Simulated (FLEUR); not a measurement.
# MnNi3: parallel and opposed starts

A self-consistent run ends on one state, which hangs on the start. Several orders of MnNi3 are started in FLEUR and their energies compared.

Main program and level: FLEUR MaX-R8.1; LDA (VWN); all-electron FLAPW, Dirac cores, scalar-relativistic bands.

**1. Starting point**

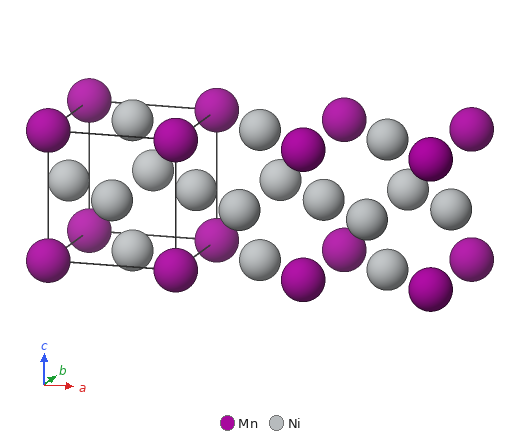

The cell as given, slightly off an axis (manganese purple, nickel light grey). 3×1×1 cells are drawn. Some periodic images of atoms are drawn too.

Structure file:

```xyz
4
Lattice="3.5930 0.0000 0.0000 0.0000 3.5930 0.0000 0.0000 0.0000 3.5930" Properties=species:S:1:pos:R:3 pbc="T T T"
Mn    0.0000    0.0000    0.0000
Ni    0.0000    1.7965    1.7965
Ni    1.7965    0.0000    1.7965
Ni    1.7965    1.7965    0.0000
```

**2. Start 1: ferro ++++**

The parallel start comes first: it shows whether parallel moments hold.

inpgen writes inp.xml from crystal.txt; cutoffs, mixing, functional, smearing and local orbitals are then set in the file. The k list default-1 (kpts.xml, not shown) is a Γ-centred 8×8×8 mesh; where the ranks do not divide the number of points, some are split in two of half the weight.

File inp.xml:

```
<?xml version="1.0" encoding="UTF-8" standalone="no"?>
<fleurInput fleurInputVersion="0.39">
   <comment>
      MnNi3
   </comment>
   <calculationSetup>
      <cutoffs Kmax="3.6" Gmax="10.8" GmaxXC="10.8" numbands="0"/>
      <scfLoop itmax="90" minDistance="0.00002" maxIterBroyd="15" imix="Anderson" alpha="0.05" precondParam="0.0" spinf="2.0" sdNocoIR="T"/>
      <coreElectrons ctail="T" frcor="F" kcrel="0" coretail_lmax="0"/>
      <xcFunctional name="vwn" relativisticCorrections="F"/>
      <magnetism jspins="2"/>
      <soc l_soc="F" theta="0.0" phi="0.0" spav="F"/>
      <expertModes spex="0" secvar="F"/>
      <geometryOptimization l_f="F" forcealpha="1.0" forcemix="BFGS" epsdisp="0.00001" epsforce="0.00001"/>
      <ldaU l_linMix="F" mixParam="0.05" spinf="1.0"/>
   </calculationSetup>
   <cell>
      <bzIntegration valenceElectrons="69.0" mode="hist" fermiSmearingEnergy="0.00110248">
         <kPointListSelection listName="default-1"/>
         <xi:include xmlns:xi="http://www.w3.org/2001/XInclude" href="kpts.xml"> </xi:include>
      </bzIntegration>
      <xi:include xmlns:xi="http://www.w3.org/2001/XInclude" href="sym.xml"> </xi:include>
      <bulkLattice scale="1.0">
         <bravaisMatrix>
            <row-1>    6.7897859656877992     0.0000000000000000     0.0000000000000000</row-1>
            <row-2>    0.0000000000000000     6.7897859656877992     0.0000000000000000</row-2>
            <row-3>    0.0000000000000000     0.0000000000000000     6.7897859656877992</row-3>
         </bravaisMatrix>
      </bulkLattice>
   </cell>
   <atomSpecies>
      <species name="Manganese 3.500" element="Mn" atomicNumber="25">
         <mtSphere radius="2.34" gridPoints="773" logIncrement="0.016"/>
         <atomicCutoffs lmax="8" lnonsphr="6"/>
         <electronConfig flipSpins="F">
            <coreConfig>(1s1/2) (2s1/2) (2p1/2) (2p3/2)</coreConfig>
            <valenceConfig>(3s1/2) (3p1/2) (3p3/2) (4s1/2) (3d3/2) (3d5/2)</valenceConfig>
            <stateOccupation state="(3d3/2)" spinUp="1.25" spinDown="0.75"/>
            <stateOccupation state="(3d5/2)" spinUp="3.0" spinDown="0.0"/>
         </electronConfig>
         <energyParameters s="4" p="4" d="3" f="4"/>
         <lo type="SCLO" l="0" n="3" eDeriv="0"/>
         <lo type="SCLO" l="1" n="3" eDeriv="0"/>
      </species>
      <species name="Nickel (Ni1.001" element="Ni" atomicNumber="28">
         <mtSphere radius="2.34" gridPoints="773" logIncrement="0.016"/>
         <atomicCutoffs lmax="8" lnonsphr="6"/>
         <electronConfig flipSpins="F">
            <coreConfig>(1s1/2) (2s1/2) (2p1/2) (2p3/2)</coreConfig>
            <valenceConfig>(3s1/2) (3p1/2) (3p3/2) (4s1/2) (3d3/2) (3d5/2)</valenceConfig>
            <stateOccupation state="(3d3/2)" spinUp="1.6" spinDown="1.6"/>
            <stateOccupation state="(3d5/2)" spinUp="2.9005" spinDown="1.8995"/>
         </electronConfig>
         <energyParameters s="4" p="4" d="3" f="4"/>
         <lo type="SCLO" l="0" n="3" eDeriv="0"/>
         <lo type="SCLO" l="1" n="3" eDeriv="0"/>
      </species>
   </atomSpecies>
   <atomGroups>
      <atomGroup species="Manganese 3.500">
         <relPos label="                   1">.0000000000 .0000000000 .0000000000</relPos>
         <force calculate="T" relaxXYZ="TTT"/>
      </atomGroup>
      <atomGroup species="Nickel (Ni1.001">
         <relPos label="                   2">.0000000000 1.000/2.000 1.000/2.000</relPos>
         <relPos label="                   3">1.000/2.000 .0000000000 1.000/2.000</relPos>
         <relPos label="                   4">1.000/2.000 1.000/2.000 .0000000000</relPos>
         <force calculate="T" relaxXYZ="TTT"/>
      </atomGroup>
   </atomGroups>
   <output dos="F" band="F" slice="F">
      <bandDOS minEnergy="-.5*Htr" maxEnergy="0.5*Htr" sigma="0.015" storeEVData="T"/>
      <plotting iplot="0" polar="F">
         <plot TwoD="T" vec1="  1.0  0.0  0.0" vec2="  0.0  1.0  0.0" vec3="  0.0  0.0  1.0" zero="  0.0  0.0  0.0" file="plot"/>
      </plotting>
      <moessbauerParams electricFieldGradient="F" isomerShift="F" coreHyperfine="F" valenceHyperfine="F"/>
   </output>
</fleurInput>
```

File crystal.txt:

```
MnNi3
&input film=F cartesian=F /
3.59300000000  0.00000000000  0.00000000000
0.00000000000  3.59300000000  0.00000000000
0.00000000000  0.00000000000  3.59300000000
1.8897261246
1.0 1.0 1.0

4
25 0.00000000000  0.00000000000  0.00000000000 : 3.500
28 0.00000000000  0.50000000000  0.50000000000 : 1.001
28 0.50000000000  0.00000000000  0.50000000000 : 1.001
28 0.50000000000  0.50000000000  0.00000000000 : 1.001

&kpt div1=8 div2=8 div3=8 gamma=T /
```

Launch:

```
OMP_NUM_THREADS=1 inpgen -f crystal.txt > inpgen.log  # inp.xml is then edited as shown
OMP_NUM_THREADS=1 mpirun -n 4 fleur_MPI > fleur.log
```

The program printed:

```text
Welcome to FLEUR        (www.flapw.de)
      MaX-Release 8.1          (www.max-centre.eu)

 ========== k-point set info ==========
 Selected k-point list: default-1
 k-point list type: mesh
 0 x 0 x 0
 Number of k points: 36

 ------------Calculation Setup---------------------------
 Number of MPI-tasks      :            4
 Number of PE/node        :            4
 Number of OMP-threads    :            1
 k-points in parallel     :            4
 pe's per k-point         :            1
 No of k-point loops      :            9
 Eigenvalue solver        :       lapack
 Number of basis functions:          304
 Approximate size of matrices (H+S) per k-point:         0.001 GB
 --------------------------------------------------------
 Iteration:     1   Distance:      24.46726856 me/bohr^3
 Iteration:     2   Distance:      11.00826149 me/bohr^3
 Iteration:     3   Distance:      10.38991355 me/bohr^3
 Iteration:     4   Distance:       4.00403522 me/bohr^3
 Iteration:     5   Distance:       4.13214837 me/bohr^3
 Iteration:     6   Distance:       2.52482587 me/bohr^3
 Iteration:     7   Distance:       2.45211429 me/bohr^3
 Iteration:     8   Distance:       1.34551330 me/bohr^3
 Iteration:     9   Distance:       1.41515766 me/bohr^3
 Iteration:    10   Distance:       0.47813191 me/bohr^3
 Iteration:    11   Distance:       0.18416328 me/bohr^3
 Iteration:    12   Distance:       0.08279369 me/bohr^3
 Iteration:    13   Distance:       0.03892687 me/bohr^3
 Iteration:    14   Distance:       0.01444791 me/bohr^3
 Iteration:    15   Distance:       0.01087780 me/bohr^3
 Iteration:    16   Distance:       0.00971631 me/bohr^3
 Iteration:    17   Distance:       0.00991056 me/bohr^3
 Iteration:    18   Distance:       0.00240147 me/bohr^3
 Iteration:    19   Distance:       0.00124663 me/bohr^3
 Iteration:    20   Distance:       0.00064978 me/bohr^3
 Iteration:    21   Distance:       0.00066003 me/bohr^3
 Iteration:    22   Distance:       0.00012665 me/bohr^3
 Iteration:    23   Distance:       0.00006076 me/bohr^3
 Iteration:    24   Distance:       0.00004172 me/bohr^3
 Iteration:    25   Distance:       0.00001699 me/bohr^3

 ********************************************************************
 Run finished successfully
 Stop message:
   all done
 ********************************************************************

--- out.xml (last complete iteration) ---
<iteration numberForCurrentRun="   25" overallNumber="   25">
         <energyParameters units="Htr">
            <atomicEP atomType="1" spin="1" branch="4s" branchLowest="-2.62" branchHighest="1.82" value="0.1569831403"/>
            <atomicEP atomType="1" spin="1" branch="4p" branchLowest="-1.47" branchHighest="2.36" value="0.2863297799"/>
            <atomicEP atomType="1" spin="1" branch="3d" branchLowest="-9.99" branchHighest="0.37" value="0.2235086140"/>
            <atomicEP atomType="1" spin="1" branch="4f" branchLowest="-9.99" branchHighest="3.28" value="0.5953464398"/>
            <loAtomicEP atomType="1" spin="1" branch="3s" branchLowest="-26.73" branchHighest="-2.62" value="-2.6340029670"/>
            <loAtomicEP atomType="1" spin="1" branch="3p" branchLowest="-22.59" branchHighest="-1.47" value="-1.4987079343"/>
            <atomicEP atomType="2" spin="1" branch="4s" branchLowest="-3.47" branchHighest="1.53" value="0.1730936914"/>
            <atomicEP atomType="2" spin="1" branch="4p" branchLowest="-2.02" branchHighest="2.11" value="0.3188250214"/>
            <atomicEP atomType="2" spin="1" branch="3d" branchLowest="-9.99" branchHighest="0.32" value="0.2271730722"/>
            <atomicEP atomType="2" spin="1" branch="4f" branchLowest="-9.99" branchHighest="3.48" value="0.6425646318"/>
            <loAtomicEP atomType="2" spin="1" branch="3s" branchLowest="-35.41" branchHighest="-3.47" value="-3.4732059899"/>
            <loAtomicEP atomType="2" spin="1" branch="3p" branchLowest="-30.42" branchHighest="-2.02" value="-2.0336627585"/>
            <atomicEP atomType="1" spin="2" branch="4s" branchLowest="-2.50" branchHighest="1.91" value="0.1829624442"/>
            <atomicEP atomType="1" spin="2" branch="4p" branchLowest="-1.35" branchHighest="2.45" value="0.3082466536"/>
            <atomicEP atomType="1" spin="2" branch="3d" branchLowest="-9.99" branchHighest="0.49" value="0.3118257887"/>
            <atomicEP atomType="1" spin="2" branch="4f" branchLowest="-9.99" branchHighest="3.37" value="0.6137529267"/>
            <loAtomicEP atomType="1" spin="2" branch="3s" branchLowest="-26.68" branchHighest="-2.50" value="-2.5112886854"/>
            <loAtomicEP atomType="1" spin="2" branch="3p" branchLowest="-22.55" branchHighest="-1.35" value="-1.3795574381"/>
            <atomicEP atomType="2" spin="2" branch="4s" branchLowest="-3.45" branchHighest="1.54" value="0.1717280373"/>
            <atomicEP atomType="2" spin="2" branch="4p" branchLowest="-2.00" branchHighest="2.12" value="0.3164341141"/>
            <atomicEP atomType="2" spin="2" branch="3d" branchLowest="-9.99" branchHighest="0.34" value="0.2454347301"/>
            <atomicEP atomType="2" spin="2" branch="4f" branchLowest="-9.99" branchHighest="3.49" value="0.6394726999"/>
            <loAtomicEP atomType="2" spin="2" branch="3s" branchLowest="-35.39" branchHighest="-3.45" value="-3.4478810156"/>
            <loAtomicEP atomType="2" spin="2" branch="3p" branchLowest="-30.41" branchHighest="-2.00" value="-2.0092341357"/>
         </energyParameters>
         <bandgap value="0.0009808658" units="eV"/>
         <sumValenceSingleParticleEnergies value="-62.8784794769" units="Htr"/>
         <FermiEnergy value="0.2955987285" units="Htr"/>
         <valenceDensity>
            <mtCharges spin="1">
               <mtCharge atomType="1" total="8.4792790" s="1.1900816" p="3.1719161" d="4.0971691" f="0.0153233"/>
               <mtCharge atomType="2" total="8.8987951" s="1.2316141" p="3.2100126" d="4.4366873" f="0.0153335"/>
            </mtCharges>
            <mtCharges spin="2">
               <mtCharge atomType="1" total="5.2978571" s="1.1755383" p="3.1584696" d="0.9433358" f="0.0158027"/>
               <mtCharge atomType="2" total="8.3535865" s="1.2455382" p="3.2280326" d="3.8644971" f="0.0117573"/>
            </mtCharges>
            <spinDependentCharge spin="1" total="36.9068109" interstitial="1.7311466" mtSpheres="35.1756643"/>
            <spinDependentCharge spin="2" total="32.0931891" interstitial="1.7345726" mtSpheres="30.3586165"/>
            <totalCharge value="69.0000000000"/>
         </valenceDensity>
         <coreStates atomType="     1" atomicNumber=" 25" spin="1" kinEnergy="    525.0992009194" eigValSum="   -329.6453761104" lostElectrons=" 0.000000">
            <state n="1" l="0" j="0.5" energy="-235.1231391551" weight="1.0000000000"/>
            <state n="2" l="0" j="0.5" energy="-26.7333845321" weight="1.0000000000"/>
            <state n="2" l="1" j="0.5" energy="-22.8508242297" weight="1.0000000000"/>
            <state n="2" l="1" j="1.5" energy="-22.4690140967" weight="2.0000000000"/>
         </coreStates>
         <coreStates atomType="     1" atomicNumber=" 25" spin="2" kinEnergy="    525.6296449693" eigValSum="   -329.4590646488" lostElectrons=" 0.000000">
            <state n="1" l="0" j="0.5" energy="-235.1227735296" weight="1.0000000000"/>
            <state n="2" l="0" j="0.5" energy="-26.6774438950" weight="1.0000000000"/>
            <state n="2" l="1" j="0.5" energy="-22.8081944998" weight="1.0000000000"/>
            <state n="2" l="1" j="1.5" energy="-22.4253263622" weight="2.0000000000"/>
         </coreStates>
         <coreStates atomType="     2" atomicNumber=" 28" spin="1" kinEnergy="    675.3006668021" eigValSum="   -427.1794805934" lostElectrons=" 0.000000">
            <state n="1" l="0" j="0.5" energy="-300.5031827892" weight="1.0000000000"/>
            <state n="2" l="0" j="0.5" energy="-35.4068703559" weight="1.0000000000"/>
            <state n="2" l="1" j="0.5" energy="-30.8504232321" weight="1.0000000000"/>
            <state n="2" l="1" j="1.5" energy="-30.2095021081" weight="2.0000000000"/>
         </coreStates>
         <coreStates atomType="     2" atomicNumber=" 28" spin="2" kinEnergy="    675.4224289359" eigValSum="   -427.1331049583" lostElectrons=" 0.000000">
            <state n="1" l="0" j="0.5" energy="-300.5031275484" weight="1.0000000000"/>
            <state n="2" l="0" j="0.5" energy="-35.3928508580" weight="1.0000000000"/>
            <state n="2" l="1" j="0.5" energy="-30.8398663914" weight="1.0000000000"/>
            <state n="2" l="1" j="1.5" energy="-30.1986300803" weight="2.0000000000"/>
         </coreStates>
         <allElectronCharges>
            <spinDependentCharge spin="1" total="56.9068109" interstitial="1.7311466" mtSpheres="55.1756643"/>
            <spinDependentCharge spin="2" total="52.0931891" interstitial="1.7345726" mtSpheres="50.3586165"/>
            <totalCharge value="109.0000000003"/>
         </allElectronCharges>
         <magneticMomentsInMTSpheres units="muBohr">
            <globalMagMoment atomType="1" vec="0.00000   0.00000   3.18142"/>
            <localMagMoment atomType="1" vec="0.00000   0.00000   3.18142"/>
            <globalMagMoment atomType="2" vec="0.00000   0.00000   0.54521"/>
            <localMagMoment atomType="2" vec="0.00000   0.00000   0.54521"/>
         </magneticMomentsInMTSpheres>
         <moessbauerParams unitsHFF="kG" unitsIS="e/bohr^3" unitsEFG="Htr/bohr^2">
         </moessbauerParams>
         <totalEnergy value="    -5711.7747491346" units="Htr">
            <sumOfEigenvalues value="    -3284.9206768911">
               <coreElectrons value="-3222.0421974142"/>
               <valenceElectrons value="-62.8784794769"/>
            </sumOfEigenvalues>
            <densityCoulombPotentialIntegral value="-8771.6814082012"/>
            <densityEffectivePotentialIntegral value="-9080.8041779808"/>
            <chargeDenXCDenIntegral value="-233.5089630475"/>
            <FockExchangeEnergyValence value="0.0000000000"/>
            <FockExchangeEnergyCore value="0.0000000000"/>
            <atomTypeDependentContributions atomType="1">
               <electronNucleiInteractionDifferentMTs value="1379.0393369153"/>
               <MadelungTerm value="-10.0816617528"/>
            </atomTypeDependentContributions>
            <atomTypeDependentContributions atomType="2">
               <electronNucleiInteractionDifferentMTs value="5472.1922913864"/>
               <MadelungTerm value="-26.9952930216"/>
            </atomTypeDependentContributions>
            <tkbTimesEntropy value="0.0004896584"/>
            <freeEnergy value="-5711.7752387930"/>
            <extrapolationTo0K value="-5711.7749939638"/>
         </totalEnergy>
         <densityConvergence units="me/bohr^3">
            <chargeDensity spin="1" distance="0.0000116716"/>
            <chargeDensity spin="2" distance="0.0000069341"/>
            <overallChargeDensity distance="0.0000089356"/>
            <spinDensity distance="0.0000169932"/>
         </densityConvergence>
      </iteration>
```

Wall time 22 s (4 MPI ranks of Arm Neoverse V2, shared host); peak memory 0.2 GiB; 88 s of CPU time.

Spin moment in the muffin-tin sphere by atom:

| atom | spin moment in the muffin-tin sphere (μB) |
| --- | --- |
| Mn1 | 3.18 |
| Ni2 | 0.55 |
| Ni3 | 0.55 |
| Ni4 | 0.55 |

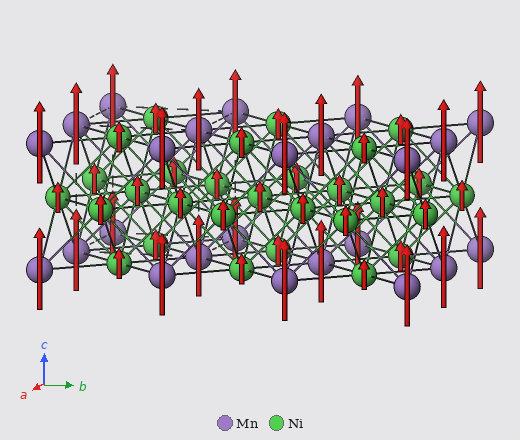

Spin moment in the muffin-tin sphere as arrows, the longest 3.18 μB. Up and down stand for the sign. Arrows give size and sign along the axis of quantisation, drawn up and down the page. Each arrow also spans its atom, so small moments look longer than they are. 2×3×1 cells are drawn. Some periodic images of atoms are drawn too.

Numbers from this step:

| Item | Value |
| --- | --- |
| free energy | -155425.3222 eV |
| program's band gap on this mesh (in a metal only a level spacing) | 9.81e-4 eV |
| magnetization | 4.814 μB |
| final state | ferromagnetic |

After 25 cycles the largest moment stands at 3.18 μB.

[end of part 1 of 4]

[Logs and program files are shortened in this print: banners, set-up blocks, solver, clock and traceback lines can be left out without a mark of their own.]

[Logs are printed without paths, hosts, clocks, repeated set-up lines and the standing remarks that a program may print on its own settings, such as how far it seeks lower states.]

[Hosts, paths, dates, database ids (printed as entryN), source tags and the programs' standing remarks are cut or masked in the printed files.]

[Where a cell is said to come from a database of computed structures, the database is the Materials Project.]
